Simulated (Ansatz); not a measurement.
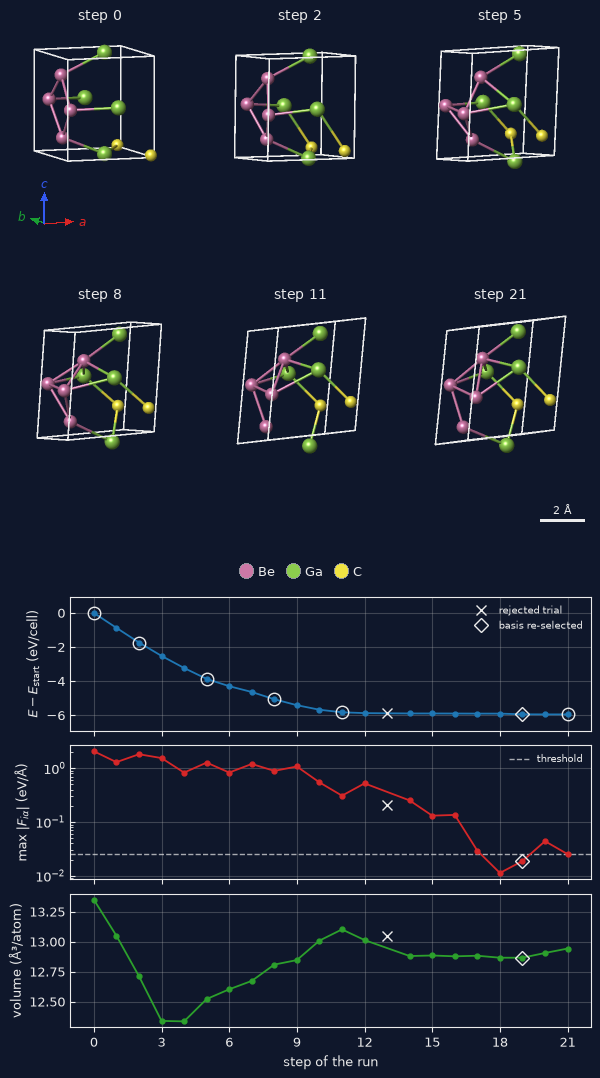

Frames of a relaxation of a crystal of Be4Ga2C (a generated structure, set up in P1) (coarse preliminary run), marked on the history of the run. Style: ball-and-stick. Shown: the cell of the calculation, slightly off an axis.

These are results of DFT PBE, scalar-relativistic, plane waves, PAW (Ansatz 0.2.0), not measurements. Settings: plane-wave cutoff 420 eV; k-point mesh 6 × 6 × 6; occupations gaussian; smearing width 0.2 eV; no spin polarisation; cell and atoms relaxed; force threshold 0.025 eV/Å; at most 60 steps.

> What happens along the run?

The run was cut off at its time limit before the relaxation converged, so the last structure is only a point on the way. The largest move relative to the cell is that of the C atom, 1.61 Å along [−1 −1 2]. By element the largest moves are C 1.61 Å, Ga 0.88 Å, Be 0.69 Å. The drawn cell changes as follows: a 4.216 → 4.182 Å (−0.8 %), b 4.705 → 4.220 Å (−10.3 %), c 4.712 → 5.389 Å (+14.4 %), α 90.0° → 105.3°, β 89.7° → 81.4°, γ 90.7° → 94.8°; the volume changes by −3.1 %. Some distances before and after: Be–C 2.687 → 4.626 Å, Be–C 2.612 → 3.936 Å, Be–Ga 3.373 → 2.328 Å, Be–C 2.681 → 1.739 Å. Among the angles between lasting bonds that change: Be–Be–Be 119.5° → 74.2°, Be–Be–Ga 101.5° → 60.4°, Be–Be–Ga 105.8° → 66.3°. The space group stays P1 (No. 1). Over 19 accepted moves (21 points after the start) the energy falls by 5.947 eV per cell of the calculation. Largest force component: 2.1 eV/Å at the start, 0.025 eV/Å at the end. Pressure: 0.73 GPa at the start and −0.06 GPa at the end. The line search rejected the trial step at point 13 of the run. At 1 point the geometry stayed and the basis and grid were re-selected for the new cell (energy shift of 41.1 meV per cell of the calculation at most each time). From step 0 to 2: the C atom moves most (0.39 Å), volume −4.8 %, energy −1.732 eV per cell of the calculation. From step 2 to 5: the C atom moves most (0.59 Å), volume −1.5 %, energy −2.133 eV per cell of the calculation. From step 5 to 8: the C atom moves most (0.55 Å), volume +2.3 %, energy −1.194 eV per cell of the calculation. From step 8 to 11: a Be atom moves most (0.35 Å), volume +2.3 %, energy −0.764 eV per cell of the calculation. From step 11 to 21: a Be atom moves most (0.26 Å), volume −1.2 %, energy −0.124 eV per cell of the calculation.

| step | E − E(0), meV/atom | largest force component, eV/Å | pressure, GPa | volume, Å³/atom | note |
| --- | --- | --- | --- | --- | --- |
| 0 | 0.00 | 2.0714 | 0.73 | 13.351 |  |
| 1 | -124.50 | 1.2988 | 0.13 | 13.050 |  |
| 2 | -247.41 | 1.8224 | 0.47 | 12.713 |  |
| 3 | -359.48 | 1.5476 | 2.79 | 12.340 |  |
| 4 | -460.73 | 0.8309 | 3.00 | 12.336 |  |
| 5 | -552.19 | 1.2750 | 0.93 | 12.523 |  |
| 6 | -613.33 | 0.8329 | 0.44 | 12.604 |  |
| 7 | -661.79 | 1.2016 | 0.89 | 12.674 |  |
| 8 | -722.69 | 0.8942 | 0.19 | 12.810 |  |
| 9 | -772.33 | 1.0787 | 1.61 | 12.847 |  |
| 10 | -810.42 | 0.5470 | -0.06 | 13.009 |  |
| 11 | -831.80 | 0.3094 | -0.56 | 13.103 |  |
| 12 | -838.69 | 0.5238 | -0.60 | 13.014 |  |
| 13 | -838.31 | 0.2074 | -0.47 | 13.046 | rejected |
| 14 | -841.65 | 0.2524 | 0.31 | 12.881 |  |
| 15 | -841.74 | 0.1315 | -0.08 | 12.886 |  |
| 16 | -842.15 | 0.1358 | 0.13 | 12.879 |  |
| 17 | -842.85 | 0.0294 | -0.14 | 12.884 |  |
| 18 | -842.89 | 0.0113 | 0.03 | 12.867 |  |
| 19 | -848.77 | 0.0188 | 0.59 | 12.867 | same geometry, new basis |
| 20 | -849.43 | 0.0441 | 0.12 | 12.906 |  |
| 21 | -849.57 | 0.0253 | -0.06 | 12.943 |  |
